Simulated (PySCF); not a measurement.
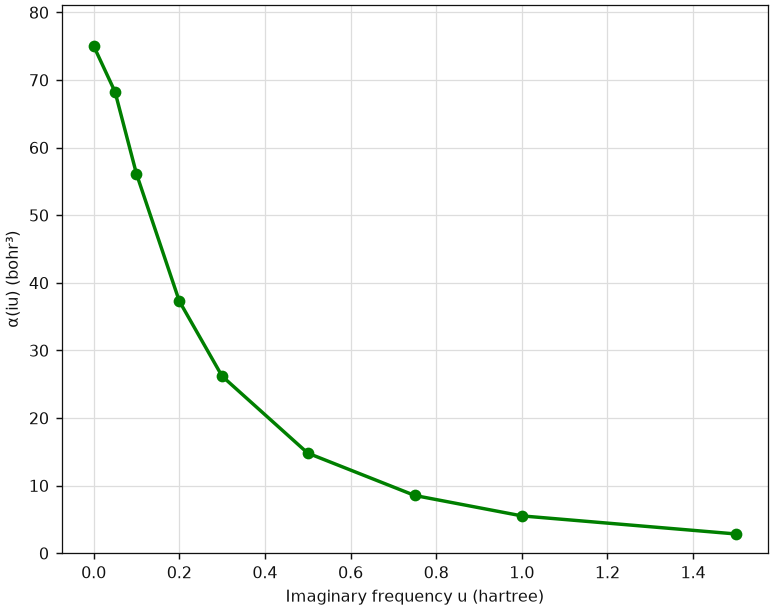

Dipole polarisability at imaginary frequency of Se⁻ ([Ar] 3d¹⁰ 4s² 4p⁵). Coupled response at the CAM-B3LYP level; PySCF, aug-cc-pVTZ-PP plus 1 diffuse shell for each l with a 10-electron core potential, unrestricted single determinants, no spin-orbit coupling.

### What follows from the curve?

The static dipole polarisability is 75.1 bohr³; α(iu) falls to half of it near u = 0.20 hartree. The Casimir–Polder integral gives C₆ = 867 hartree bohr⁶ for two such species.
